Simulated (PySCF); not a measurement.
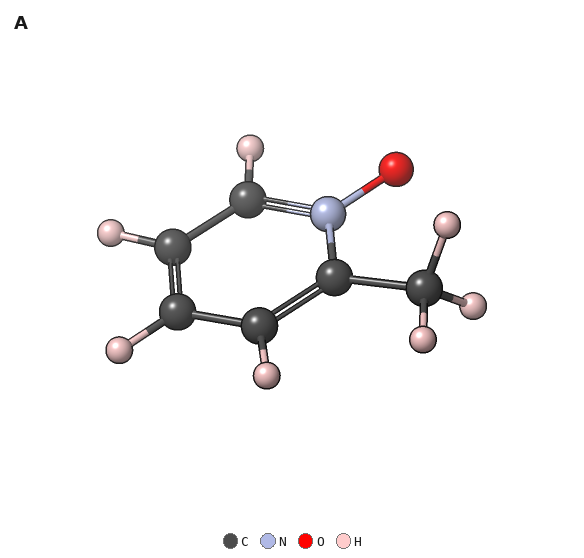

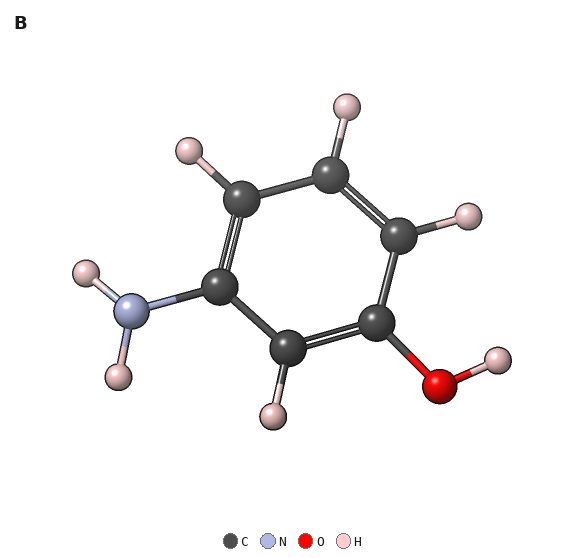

2 stationary structures of one formula. Geometries: PBE0-D3(BJ)/def2-TZVP. Electronic energies: ωB97X-D/pcSseg-2 (PySCF 2.14.0), without zero-point energy. No frequency run is at hand to confirm each as a minimum.

Question: How are they related?

Answer: They are constitutional isomers of C6H7NO: A `Cc1cccc[n+]1[O-]`, B `Nc1cccc(O)c1`.

Question: Rank them by energy, lowest first.

Answer: B is lowest; A lies 176.3 kJ/mol above it.
